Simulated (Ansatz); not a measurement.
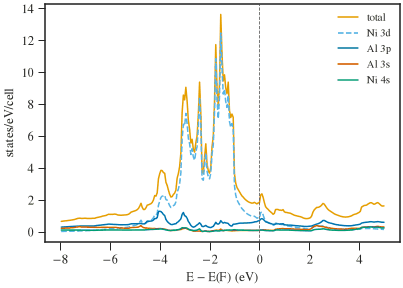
Figure. Total and projected density of states of AlNi in space group Cmcm (No. 63; Al on 4c, Ni on 4c), the program Ansatz at the PBEsol level (PAW)

Which orbitals carry the states next to the Fermi level?

Within 0.5 eV of the Fermi level: Ni 3d 50 %, Al 3p 36 %, Al 3s 5 %. Projections are on Löwdin-orthogonalised atomic valence shells; empty p or d shells of many metals are not among them.

Where is the tallest occupied peak in this window, and what makes it?

Near -1.5 eV, about 14 states/eV per cell; the largest projected share is Ni 3d.

The start of the workflow was typed in or built on a structure type; neither database checked (COD, Materials Project) lists it. It is not the phase usual at ambient conditions (space group No. 221). Symmetry was held in the PBEsol relaxation; whether a distortion lowers the energy is not shown. The workflow began spin-polarised and lost its moments.

Potentials: the later of the program's two PAW sets.
